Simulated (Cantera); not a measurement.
Input: 1 mol CH4, 0.64 mol CO2, 11 mol H2, at 1425 K.

Equilibrium computed with Cantera from the NASA thermochemical tables; the gas is ideal and each condensed phase is pure. Candidate condensed phases: C, C6H6, C7H8, C8H18, H2O; 110 gas species. The ideal-gas law is rough above about 30 bar. Equilibrium is a limit: real reactors are often held back by kinetics, nucleation or transport.

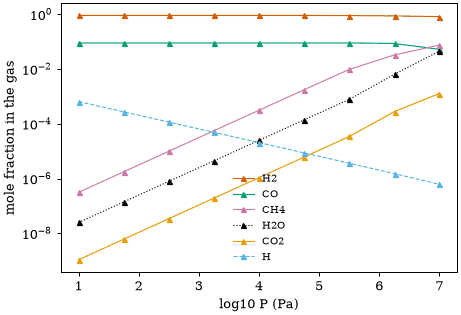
Figure. Equilibrium gas composition (values under 1e-9 drawn at 1e-9)

From 0.0750 Torr to 2400 Torr the condensed part is C(graphite). From 13500 Torr to 75000 Torr nothing is condensed. The main C-bearing gas is CO at 0.0750 Torr and CH4 at 75000 Torr.
